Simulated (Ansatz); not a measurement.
Input file:

```
basis:
  gaussian:
    orbitals: def2-TZVPD
crystal:
  periodic: [false, false, false]
  atoms:
    - {symbol: Ge, position_ang: [0.016144, -0.058695, -0.644496]}
    - {symbol: Si, position_ang: [0.048989, 1.625051, 1.067640]}
    - {symbol: Si, position_ang: [0.252647, -2.302564, -0.243246]}
    - {symbol: H, position_ang: [0.224555, -3.297426, -1.342537]}
    - {symbol: H, position_ang: [1.192965, 2.498964, 0.695500]}
    - {symbol: H, position_ang: [-0.164353, 0.238464, -2.138982]}
    - {symbol: H, position_ang: [0.438645, -2.792054, 1.143882]}
    - {symbol: H, position_ang: [-1.274077, 2.292628, 0.946942]}
    - {symbol: H, position_ang: [0.240793, 0.884461, 2.340146]}
total_charge: 1
output:
  forces: true
  orbitals: {seedname: orbitals}
hamiltonian:
  xc: {name: PBE0}
magnetization:
  spin_polarized: true
  initial_magnetization: 1
```

Command:

```sh
ansatz run input.yaml --threads 2 --pin off --max-ram 4350MiB --events-out events.jsonl --progress --plain --runs-dir runs
```

Geometry: PBE0-D3(BJ)/def2-SVP.

The calculation used isolated molecule in a Gaussian basis; Kohn-Sham density functional theory, functional PBE0 (Ansatz 0.2.0).

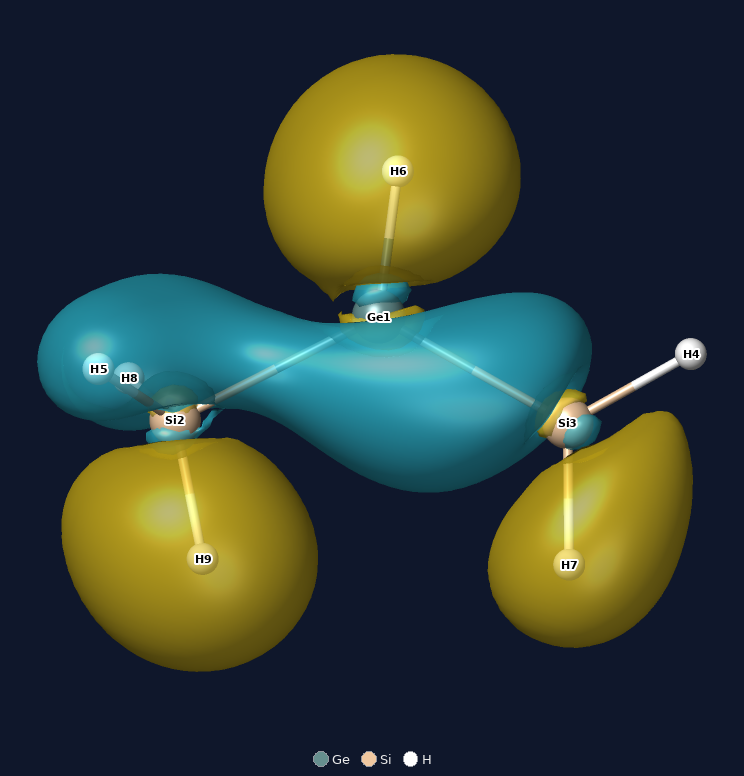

GeH$_{6}$Si$_{2}$ (SMILES [SiH2+][GeH][SiH3]) (charge +1, doublet). The HOMO−1 (β) at ±0.06 Å⁻³ᐟ² (yellow and cyan are the two phases), seen across its widest extent.

> Where does this orbital lie, and at what energy?

By Hirshfeld shares it lies mainly on Ge1 (about 25 %), H6 (about 20 %), Si2 (about 20 %), H9 (about 15 %) and Si3 (about 10 %). Its energy is −14.21 eV.
